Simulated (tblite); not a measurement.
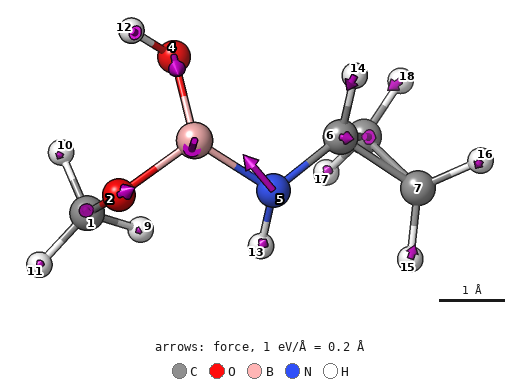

Starting geometry of C4H10BNO2 with the computed forces as purple arrows. Style: ball-and-stick. Shown at a tilt.

The calculation used tblite, GFN2-xTB geometry optimisation, gas phase. 

What follows when this structure is relaxed?

Answer. It isn't relaxed: the largest force vector, on the N atom, is 3.84 eV/Å. The final displacements have little in common with the starting forces (cosine between the two patterns 0.22). After 143 geometry steps the energy has fallen by 50.3 kcal/mol. The largest move after the best rigid fit is that of an H atom, 1.44 Å. Largest moves by element: H 1.44 Å, O 1.08 Å, N 0.90 Å, B 0.46 Å, C 0.38 Å. Some distances before and after: B–N 1.529 → 1.408 Å, B–O 1.484 → 1.366 Å, B–O 1.469 → 1.378 Å, C–H 1.128 → 1.081 Å. Among the angles between lasting bonds that change: C–O–B 106.6° → 123.3°, B–N–C 113.5° → 125.3°, O–B–N 113.1° → 123.7°.
